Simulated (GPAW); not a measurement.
# B K-edge XANES of CrB (Cmcm), part 3 of 3

Aim: the dependence of the B K near-edge features of CrB (Cmcm) on volume.

GPAW 26.7.0; X-ray absorption from dipole matrix elements to empty bands, plane-wave PAW LDA.

So far. Step 4 (Spectrum with XCH, B atom 3): The total-energy difference is 185.17 eV. The functional leaves an error in such absolute values: in the free atom LDA prices this hole 2.2 eV below PBE (computed apart), and PBE is itself good to a few eV. Step 6 (Spectrum with XCH, B atom 3): This run also has another mesh (5×5×4 against 4×4×4), so the 16 % r.m.s. difference can't be laid on the changed setting alone. The highest intensity below 16 eV goes from 3.5 eV (1.62) to 3.9 eV (1.64).

## Step 7: Reference energy of the supercell

Level of this step: plane-wave PAW DFT, LDA, self-consistent field (GPAW).

The cell changes for the next run, so it gets a reference energy of its own.

The cell differs from the one that the last finished run ended in (a 4.964 → 5.223 Å, b 4.964 → 5.223 Å, c 5.754 → 6.054 Å).

scf.py reads:

```python
import numpy as np
from ase import Atoms
from ase.parallel import parprint, paropen
from gpaw import GPAW, PW, FermiDirac, Mixer, MixerDif, setup_paths
from gpaw.test import gen
setup_paths.insert(0, '.')
gen('B', name='nch1s', xcname='LDA', corehole=(1, 0, 0), write_xml=True)
from gpaw.mpi import world
world.barrier()

atoms = Atoms('Cr8B8',
    cell=[[1.51361523, -4.00605878, 2.9895048],
     [1.51361523, 4.00605878, 2.9895048],
     [-6.05446094, 0, 0]],
    scaled_positions=[[0.7695, 0.4805, 0.8125],
     [0.2695, 0.9805, 0.0625],
     [0.7695, 0.4805, 0.3125],
     [0.2695, 0.9805, 0.5625],
     [0.7305, 0.0195, 0.9375],
     [0.2305, 0.5195, 0.1875],
     [0.7305, 0.0195, 0.4375],
     [0.2305, 0.5195, 0.6875],
     [0.06, 0.19, 0.8125],
     [0.56, 0.69, 0.0625],
     [0.06, 0.19, 0.3125],
     [0.56, 0.69, 0.5625],
     [0.44, 0.31, 0.9375],
     [0.94, 0.81, 0.1875],
     [0.44, 0.31, 0.4375],
     [0.94, 0.81, 0.6875]],
    magmoms=[3.0, 3.0, 3.0, 3.0, 3.0, 3.0, 3.0, 3.0, 0.0, 0.0, 0.0, 0.0, 0.0, 0.0, 0.0, 0.0],
    pbc=True)
atoms.calc = calc = GPAW(legacy_gpaw=True, mode=PW(430, force_complex_dtype=True), xc='LDA', setups={8: 'nch1s'},
    kpts={'size': (4, 4, 3), 'gamma': True}, occupations=FermiDirac(0.1),
    charge=0, mixer=MixerDif(0.05, 8, 50), maxiter=150,
    convergence={'density': 0.0001, 'eigenstates': 1e-6}, txt='scf.txt')
energy = atoms.get_potential_energy() + calc.get_reference_energy()
ef = calc.get_fermi_level()
out = dict(energy=energy, fermi=ef, forces=atoms.get_forces().tolist(), magmoms=atoms.get_magnetic_moments().tolist())
parprint(f'all-electron energy {energy:.4f} eV, Fermi level {ef:.4f} eV')
ev = np.array([[calc.get_eigenvalues(k, s) for k in range(len(calc.get_ibz_k_points()))] for s in range(calc.get_number_of_spins())])
out['homo'], out['lumo'], out['counts'] = ev[ev < ef].max(), ev[ev > ef].min(), sorted(set((ev < ef).sum((0, 2)).tolist()))
out['filled'] = (ev[:, 0] < ef).sum(1).tolist()
import json
with paropen('out.json', 'w') as f:
    json.dump(out, f)
```

Command:

```
> OMP_NUM_THREADS=1 mpirun -n 4 gpaw python scf.py
```

Numbers of over 12 decimals in the logs are rounded to 6 here.

Output:

```text
Input parameters:
  convergence: {density: 0.0001,
                eigenstates: 1e-06}
  kpts: {gamma: True,
         size: (4, 4, 3)}
  maxiter: 150
  mixer: {backend: pulay,
          beta: 0.05,
          method: difference,
          nmaxold: 8,
          weight: 50}
  mode: {ecut: 430.0,
         force_complex_dtype: True,
         name: pw}
  occupations: {fixmagmom: False,
                name: fermi-dirac,
[...]
2s(2) :    -0.344821     1.005361
*s    :     0.655179
2p(1) :    -0.136481     0.982498
*p    :     0.863519
*d    :     0.000000
--------------------------------

Diagonalizing with gridspacing h=0.050

state   all-electron     PAW
-------------------------------
2s:      -0.344821    -0.345234
2p:      -0.136481    -0.136840
*d:                    0.041809
*f:                    0.072211
-------------------------------
all-electron energy -233665.4534 eV, Fermi level 10.7099 eV
[key lines of the parts left out:]
Converged after 32 iterations.
Dipole moment: (0.000000, -0.000000, 0.000000) |e|*Ang
Free energy:   -151.287584
Fermi level: 10.70990
```

Run time: 2.6 min. Hardware: 4 MPI ranks of Arm Neoverse V1, shared host; peak memory 0.4 GiB; 10 min of CPU time.

Reference energy: -233665.453 eV with the cores included.

## Step 8: Spectrum with XCH, B atom 3

Shorter bonds are expected to push antibonding states and scattering resonances up, and longer ones down; the cell is scaled to test that.

Changed against the first core-hole run: volume scale from 1 to 1.06.

xas.py reads:

```python
import numpy as np
from ase import Atoms
from ase.parallel import parprint, paropen
from gpaw import GPAW, PW, FermiDirac, Mixer, MixerDif, setup_paths
from gpaw.test import gen
setup_paths.insert(0, '.')
gen('B', name='fch1s', xcname='LDA', corehole=(1, 0, 1), write_xml=True)
from gpaw.mpi import world
world.barrier()

atoms = Atoms('Cr8B8',
    cell=[[1.51361523, -4.00605878, 2.9895048],
     [1.51361523, 4.00605878, 2.9895048],
     [-6.05446094, 0, 0]],
    scaled_positions=[[0.7695, 0.4805, 0.8125],
     [0.2695, 0.9805, 0.0625],
     [0.7695, 0.4805, 0.3125],
     [0.2695, 0.9805, 0.5625],
     [0.7305, 0.0195, 0.9375],
     [0.2305, 0.5195, 0.1875],
     [0.7305, 0.0195, 0.4375],
     [0.2305, 0.5195, 0.6875],
     [0.06, 0.19, 0.8125],
     [0.56, 0.69, 0.0625],
     [0.06, 0.19, 0.3125],
     [0.56, 0.69, 0.5625],
     [0.44, 0.31, 0.9375],
     [0.94, 0.81, 0.1875],
     [0.44, 0.31, 0.4375],
     [0.94, 0.81, 0.6875]],
    magmoms=[3.0, 3.0, 3.0, 3.0, 3.0, 3.0, 3.0, 3.0, 0.0, 0.0, 0.0, 0.0, 0.0, 0.0, 0.0, 0.0],
    pbc=True)
atoms.calc = calc = GPAW(legacy_gpaw=True, mode=PW(430, force_complex_dtype=True), xc='LDA', setups={8: 'fch1s'},
    kpts={'size': (4, 4, 3), 'gamma': True}, occupations=FermiDirac(0.1),
    charge=-1, mixer=MixerDif(0.05, 8, 50), maxiter=150,
    convergence={'density': 0.0001, 'eigenstates': 1e-6}, txt='scf.txt')
energy = atoms.get_potential_energy() + calc.get_reference_energy()
ef = calc.get_fermi_level()
out = dict(energy=energy, fermi=ef, forces=atoms.get_forces().tolist(), magmoms=atoms.get_magnetic_moments().tolist())
parprint(f'all-electron energy {energy:.4f} eV, Fermi level {ef:.4f} eV')
ev = np.array([[calc.get_eigenvalues(k, s) for k in range(len(calc.get_ibz_k_points()))] for s in range(calc.get_number_of_spins())])
out['homo'], out['lumo'], out['counts'] = ev[ev < ef].max(), ev[ev > ef].min(), sorted(set((ev < ef).sum((0, 2)).tolist()))
out['filled'] = (ev[:, 0] < ef).sum(1).tolist()

from ase.units import Ha
from gpaw.xas import dipole_matrix_elements
nb = int(calc.get_number_of_electrons() / 2) + 129
top, nb = nb, nb + 8 + nb // 12
nscf = calc.fixed_density(kpts={'size': (4, 4, 4), 'gamma': True}, nbands=nb,
    convergence={'bands': top, 'eigenstates': 5e-3}, maxiter=60, txt='nscf.txt')
cell = atoms.cell.array
ops = [cell.T @ U.T @ np.linalg.inv(cell.T) for U in nscf.wfs.kd.symmetry.op_scc]
E = np.arange(-6, 34, 0.1)
fwhm = np.interp(E, [4, 25], [0.9, 3.5])
Y, X, zero, highest = 0, 0, 1e9, 1e9
for spin in range(nscf.get_number_of_spins()):
    wfs = nscf.wfs
    mine = wfs.bd.get_slice()  # this rank's bands
    A = dipole_matrix_elements(wfs.setups[8])
    eps = np.zeros((wfs.kd.nibzkpts, nb))
    d = np.zeros((3, A.shape[1], wfs.kd.nibzkpts, nb), complex)
    for kpt in wfs.kpt_u:
        if kpt.s == spin and 8 in kpt.P_ani:
            eps[kpt.k, mine] = kpt.eps_n * Ha
            d[:, :, kpt.k, mine] = (kpt.weight * wfs.nspins / 2) ** 0.5 * np.inner(A, kpt.P_ani[8])
    world.sum(eps)
    world.sum(d)
    T = np.einsum('amkn,bmkn->abkn', d, d.conj()).real
    T = sum(np.einsum('ai,ijkn,bj->abkn', R, T, R) for R in ops) / len(ops)
    empty = eps > ef
    zero, highest = min(zero, eps[empty].min()), min(highest, eps[:, top - 1].min())
    lines = [(eps, T, empty)] if spin == 0 else lines + [(eps, T, empty)]
for eps, T, empty in lines:
    f = np.einsum('aakn->akn', T).reshape(3, -1)
    x = eps.ravel() - zero
    w = np.interp(x, E, fwhm) / 2.35482
    g = np.exp(-0.5 * ((E[:, None] - x) / w) ** 2) / (w * (2 * np.pi) ** 0.5)
    Y = Y + (f * empty.ravel()) @ g.T
    X = X + (f * ~empty.ravel()) @ g.T
out.update(E=E.round(2).tolist(), xas=Y.tolist(), xes=X.tolist(), zero=zero, valid=highest - zero, nk=len(eps), nb=nb)
for i in range(0, len(E), 10):
    parprint(f'{E[i]:7.2f}', *(f'{v:10.3e}' for v in Y[:, i]))
import json
with paropen('out.json', 'w') as f:
    json.dump(out, f)
```

Command:

```
> OMP_NUM_THREADS=1 mpirun -n 4 gpaw python xas.py
```

Output:

```text
Input parameters:
  charge: -1
  convergence: {density: 0.0001,
                eigenstates: 1e-06}
  kpts: {gamma: True,
         size: (4, 4, 3)}
  maxiter: 150
  mixer: {backend: pulay,
          beta: 0.05,
          method: difference,
          nmaxold: 8,
          weight: 50}
  mode: {ecut: 430.0,
         force_complex_dtype: True,
         name: pw}
  occupations: {fixmagmom: False,
[...]
2s:      -0.864526    -0.865247
2p:      -0.653666    -0.654690
*d:                   -0.075592
*f:                   -0.015154
-------------------------------
all-electron energy -233480.1656 eV, Fermi level 10.8433 eV
  -6.00  2.767e-59  1.363e-59  4.801e-59
  -5.00  7.331e-43  3.610e-43  1.221e-42
  -4.00  2.239e-29  1.121e-29  3.432e-29
  -3.00  8.281e-19  4.325e-19  1.093e-18
[...]
32.00  5.209e-04  4.563e-04  4.034e-04
  33.00  5.247e-04  4.366e-04  3.880e-04
[key lines of the parts left out:]
Converged after 45 iterations.
Dipole moment: (-0.245917, 0.793975, -0.501447) |e|*Ang
Free energy:   -170.862601
Fermi level: 10.84333
```

The job ended after 6.5 min (4 MPI ranks; peak memory 0.67 GiB).

| E (eV) | first run | this run |
| --- | --- | --- |
| -2.0 | 0.00 | 0.00 |
| -1.0 | 0.00 | 0.00 |
| 0.0 | 0.28 | 0.29 |
| 1.0 | 0.88 | 0.92 |
| 2.0 | 1.02 | 1.13 |
| 3.0 | 1.50 | 1.59 |
| 4.0 | 1.51 | 1.47 |
| 5.0 | 1.21 | 1.03 |
| 6.0 | 0.81 | 0.93 |
| 7.0 | 1.32 | 1.58 |
| 8.0 | 1.37 | 1.25 |
| 9.0 | 1.26 | 1.33 |
| 10.0 | 1.23 | 1.22 |
| 11.0 | 1.14 | 1.08 |
| 12.0 | 0.93 | 0.87 |
| 13.0 | 0.83 | 0.85 |
| 14.0 | 0.81 | 0.74 |
| 15.0 | 0.71 | 0.73 |
| 16.0 | 0.76 | 0.80 |
| 17.0 | 0.79 | 0.72 |
| 18.0 | 0.70 | 0.64 |
| 19.0 | 0.63 | 0.59 |
| 20.0 | 0.58 | 0.49 |
| 21.0 | 0.48 | 0.38 |
| 22.0 | 0.38 | 0.35 |
| 23.0 | 0.37 | 0.39 |
| 24.0 | 0.40 | 0.44 |
| 25.0 | 0.44 | 0.48 |
| 26.0 | 0.48 | 0.53 |
| 27.0 | 0.53 | 0.58 |

The scaled spectrum changes by 10 % r.m.s. The highest intensity below 16 eV goes from 3.5 eV (1.62) to 3.3 eV (1.62).

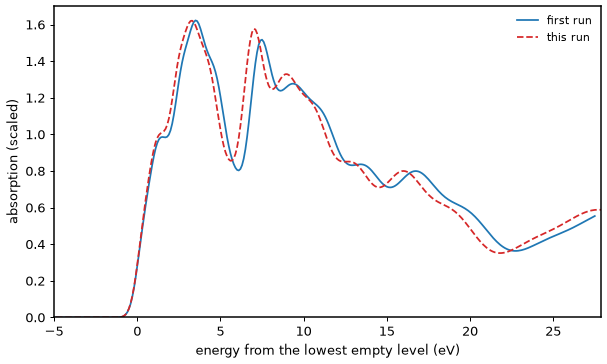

The effect of the change (volume scale from 1 to 1.06).

The photon energy of the zero moves by +0.12 eV.

## Step 9: Reference energy of the supercell

The cell changes for the next run, so it gets a reference energy of its own.

The cell differs from the one that the last finished run ended in (a 5.223 → 5.272 Å, b 5.223 → 5.272 Å, c 6.054 → 6.111 Å).

scf.py, as its differences from that of step 7:

```diff
@@ -11,5 +11,5 @@
 atoms = Atoms('Cr8B8',
-    cell=[[1.51361523, -4.00605878, 2.9895048],
-     [1.51361523, 4.00605878, 2.9895048],
-     [-6.05446094, 0, 0]],
+    cell=[[1.52776199, -4.04350075, 3.01744571],
+     [1.52776199, 4.04350075, 3.01744571],
+     [-6.11104797, 0, 0]],
     scaled_positions=[[0.7695, 0.4805, 0.8125],
```

Command:

```
> OMP_NUM_THREADS=1 mpirun -n 4 gpaw python scf.py
```

Output:

```text
Input parameters:
  convergence: {density: 0.0001,
                eigenstates: 1e-06}
  kpts: {gamma: True,
         size: (4, 4, 3)}
  maxiter: 150
  mixer: {backend: pulay,
          beta: 0.05,
          method: difference,
          nmaxold: 8,
          weight: 50}
  mode: {ecut: 430.0,
         force_complex_dtype: True,
         name: pw}
  occupations: {fixmagmom: False,
                name: fermi-dirac,
[...]
2s(2) :    -0.344821     1.005361
*s    :     0.655179
2p(1) :    -0.136481     0.982498
*p    :     0.863519
*d    :     0.000000
--------------------------------

Diagonalizing with gridspacing h=0.050

state   all-electron     PAW
-------------------------------
2s:      -0.344821    -0.345234
2p:      -0.136481    -0.136840
*d:                    0.041809
*f:                    0.072211
-------------------------------
all-electron energy -233664.5133 eV, Fermi level 10.3250 eV
[key lines of the parts left out:]
Converged after 35 iterations.
Dipole moment: (-0.000000, 0.000000, 0.000000) |e|*Ang
Free energy:   -150.357618
Fermi level: 10.32497
```

Elapsed: 3.4 min, on 4 MPI ranks; peak memory 0.43 GiB.

Reference energy: -233664.513 eV with the cores included.

## Step 10: Spectrum with XCH, B atom 3

Shorter bonds are expected to push antibonding states and scattering resonances up, and longer ones down; the cell is scaled to test that.

Changed against the first core-hole run: volume scale from 1 to 1.09.

xas.py, as its differences from that of step 8:

```diff
@@ -11,5 +11,5 @@
 atoms = Atoms('Cr8B8',
-    cell=[[1.51361523, -4.00605878, 2.9895048],
-     [1.51361523, 4.00605878, 2.9895048],
-     [-6.05446094, 0, 0]],
+    cell=[[1.52776199, -4.04350075, 3.01744571],
+     [1.52776199, 4.04350075, 3.01744571],
+     [-6.11104797, 0, 0]],
     scaled_positions=[[0.7695, 0.4805, 0.8125],
@@ -46,3 +46,3 @@
 from gpaw.xas import dipole_matrix_elements
-nb = int(calc.get_number_of_electrons() / 2) + 129
+nb = int(calc.get_number_of_electrons() / 2) + 132
 top, nb = nb, nb + 8 + nb // 12
```

Command:

```
> OMP_NUM_THREADS=1 mpirun -n 4 gpaw python xas.py
```

Output:

```text
Input parameters:
  charge: -1
  convergence: {density: 0.0001,
                eigenstates: 1e-06}
  kpts: {gamma: True,
         size: (4, 4, 3)}
  maxiter: 150
  mixer: {backend: pulay,
          beta: 0.05,
          method: difference,
          nmaxold: 8,
          weight: 50}
  mode: {ecut: 430.0,
         force_complex_dtype: True,
         name: pw}
  occupations: {fixmagmom: False,
[...]
2s:      -0.864526    -0.865247
2p:      -0.653666    -0.654690
*d:                   -0.075592
*f:                   -0.015154
-------------------------------
all-electron energy -233479.1681 eV, Fermi level 10.4526 eV
  -6.00  2.580e-59  1.363e-59  5.526e-59
  -5.00  6.973e-43  3.685e-43  1.400e-42
  -4.00  2.180e-29  1.161e-29  3.903e-29
  -3.00  8.256e-19  4.509e-19  1.225e-18
[...]
32.00  5.257e-04  4.467e-04  3.959e-04
  33.00  5.403e-04  4.368e-04  3.917e-04
[key lines of the parts left out:]
Converged after 46 iterations.
Dipole moment: (-0.236549, 0.799527, -0.496112) |e|*Ang
Free energy:   -169.875734
Fermi level: 10.45261
```

It took 8 min on 4 MPI ranks; peak memory 0.77 GiB.

| E (eV) | first run | this run |
| --- | --- | --- |
| -2.0 | 0.00 | 0.00 |
| -1.0 | 0.00 | 0.00 |
| 0.0 | 0.28 | 0.30 |
| 1.0 | 0.88 | 0.94 |
| 2.0 | 1.02 | 1.20 |
| 3.0 | 1.50 | 1.62 |
| 4.0 | 1.51 | 1.45 |
| 5.0 | 1.21 | 0.96 |
| 6.0 | 0.81 | 1.07 |
| 7.0 | 1.32 | 1.58 |
| 8.0 | 1.37 | 1.26 |
| 9.0 | 1.26 | 1.34 |
| 10.0 | 1.23 | 1.22 |
| 11.0 | 1.14 | 1.03 |
| 12.0 | 0.93 | 0.86 |
| 13.0 | 0.83 | 0.83 |
| 14.0 | 0.81 | 0.72 |
| 15.0 | 0.71 | 0.76 |
| 16.0 | 0.76 | 0.79 |
| 17.0 | 0.79 | 0.68 |
| 18.0 | 0.70 | 0.62 |
| 19.0 | 0.63 | 0.55 |
| 20.0 | 0.58 | 0.43 |
| 21.0 | 0.48 | 0.35 |
| 22.0 | 0.38 | 0.36 |
| 23.0 | 0.37 | 0.41 |
| 24.0 | 0.40 | 0.46 |
| 25.0 | 0.44 | 0.51 |
| 26.0 | 0.48 | 0.56 |
| 27.0 | 0.53 | 0.59 |

Against the first run the r.m.s. difference is 14 %. A shift of -0.4 eV leaves 9 %. The highest intensity below 16 eV goes from 3.5 eV (1.62) to 3.2 eV (1.63).

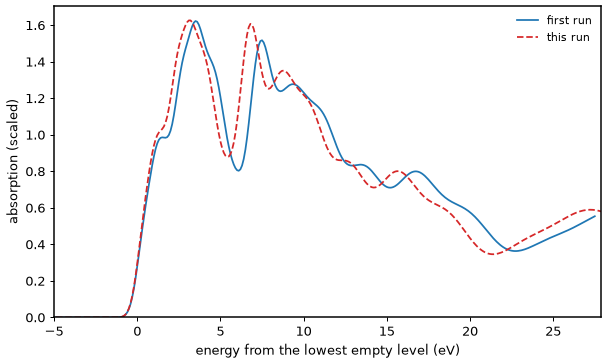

The effect of the change (volume scale from 1 to 1.09).

The photon energy of the zero moves by +0.18 eV.

## Step 11: The volumes side by side

| volume | nearest distance (Å) | shift of the zero (eV) | maximum 1 (eV above own zero) | maximum 2 (eV above own zero) | maximum 3 (eV above own zero) |
| --- | --- | --- | --- | --- | --- |
| 0.91 | 1.732 | -0.19 | 3.9 | 8.3 | 18.0 |
| 1 | 1.787 | +0.00 | 3.5 | 7.5 | 16.7 |
| 1.06 | 1.822 | +0.12 | 3.3 | 7.0 | 16.0 |
| 1.09 | 1.839 | +0.18 | 3.2 | 6.8 | 15.7 |

The curves, each shifted by its zero's change so that they share one photon-energy axis, counted from the zero at V × 1:

| E (eV) | V × 0.91 | V × 1 | V × 1.06 | V × 1.09 |
| --- | --- | --- | --- | --- |
| -2.0 | 0.00 | 0.00 | 0.00 | 0.00 |
| -1.0 | 0.01 | 0.00 | 0.00 | 0.00 |
| 0.0 | 0.38 | 0.28 | 0.21 | 0.18 |
| 1.0 | 0.89 | 0.88 | 0.87 | 0.86 |
| 2.0 | 0.95 | 1.02 | 1.08 | 1.11 |
| 3.0 | 1.42 | 1.50 | 1.56 | 1.58 |
| 4.0 | 1.56 | 1.51 | 1.50 | 1.50 |
| 5.0 | 1.38 | 1.21 | 1.09 | 1.05 |
| 6.0 | 0.88 | 0.81 | 0.89 | 0.97 |
| 7.0 | 0.84 | 1.32 | 1.55 | 1.61 |
| 8.0 | 1.43 | 1.37 | 1.27 | 1.26 |
| 9.0 | 1.24 | 1.26 | 1.33 | 1.35 |
| 10.0 | 1.20 | 1.23 | 1.23 | 1.24 |
| 11.0 | 1.17 | 1.14 | 1.11 | 1.08 |
| 12.0 | 1.05 | 0.93 | 0.88 | 0.87 |
| 13.0 | 0.85 | 0.83 | 0.85 | 0.85 |
| 14.0 | 0.81 | 0.81 | 0.76 | 0.73 |
| 15.0 | 0.79 | 0.71 | 0.72 | 0.75 |
| 16.0 | 0.72 | 0.76 | 0.80 | 0.80 |
| 17.0 | 0.76 | 0.79 | 0.74 | 0.70 |
| 18.0 | 0.80 | 0.70 | 0.64 | 0.63 |
| 19.0 | 0.72 | 0.63 | 0.59 | 0.57 |
| 20.0 | 0.65 | 0.58 | 0.50 | 0.46 |
| 21.0 | 0.60 | 0.48 | 0.39 | 0.36 |
| 22.0 | 0.52 | 0.38 | 0.35 | 0.35 |
| 23.0 | 0.42 | 0.37 | 0.39 | 0.40 |
| 24.0 | 0.38 | 0.40 | 0.43 | 0.45 |
| 25.0 | 0.40 | 0.44 | 0.48 | 0.50 |
| 26.0 | 0.44 | 0.48 | 0.53 | 0.55 |

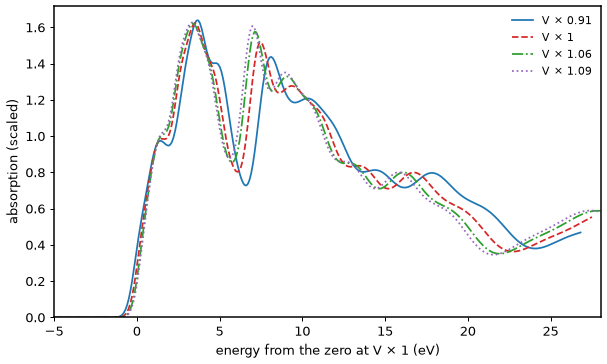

The edge at each volume, on one photon-energy scale.

## Step 12: Results

| Item | Value |
| --- | --- |
| absorber and edge | B K, atom 3 of the ground-state input (counted from 1) |
| surroundings | 2 B at 1.79 Å, 4 Cr at 2.18 Å, 2 Cr at 2.22 Å and 1 Cr at 2.28 Å (9-fold, site symmetry m2m) |
| highest intensity below 16 eV | 3.5 eV above the zero, height 1.62 |
| photon energy of the zero (spin-polarised hole, raw) | 185.2 eV (LDA puts this hole about 2 eV below PBE, itself good to a few eV) |

What this shows: From V × 0.91 to V × 1.09 the nearest distance grows by 0.107 Å and the zero moves by +0.36 eV. Above their own zero, the maxima move from 3.9 to 3.2 eV, from 8.3 to 6.8 eV and from 18.0 to 15.7 eV. The one highest in energy moves most, in the direction that the rule ΔE·R² ≈ constant for scattering resonances gives. The meshes differ between volumes, which adds to the changes. The B K edge of atom 3, with 2 B at 1.79 Å, 4 Cr at 2.18 Å, 2 Cr at 2.22 Å and 1 Cr at 2.28 Å (9-fold, site symmetry m2m), has its highest intensity of the first 16 eV at 3.5 eV above the zero, near 189 eV in photon energy (LDA puts this hole about 2 eV below PBE, itself good to a few eV), 1.6 times the mean level of the first 20 eV (Gaussian full width 0.9 eV up to 4 eV, rising linearly to 3.5 eV at 25 eV). At the B K edge of atom 3 polarisation matters most near 4.7 eV, where the curves differ by 2.8 on this scale. The hole lies in one spin channel, while the script sums the empty states of both and takes the lower zero; where the two channels are split, this blurs and shifts the curve. The starting moments shrank to 0.00 μB or less, so this is hardly a magnetic state. The holes are only 5.1 Å apart, so the shape is probably not converged with cell size; no larger cell was run here. The mesh is coarse (0.33 Å⁻¹ between points), so small maxima may be mesh ripples. The structure is a published determination, not relaxed.

[Banner, clock and machine lines of the logs are left out without a mark of their own.]

[Logs are printed without paths, hosts, clocks, repeated set-up lines and the standing remarks that a program may print on its own settings, such as how far it seeks lower states.]

[Hosts, paths, dates, database ids (printed as entryN), source tags and the programs' standing remarks are cut or masked in the printed files.]

[Lists of maxima count a maximum above −3 eV only where it reaches 4 % of the highest in the window and stands out from its surroundings by 2 % of it (1.5 % where it reaches 55 %); shoulders and weaker maxima are passed over, and of the rest the first, up to two pre-edge ones and the few strongest are named.]
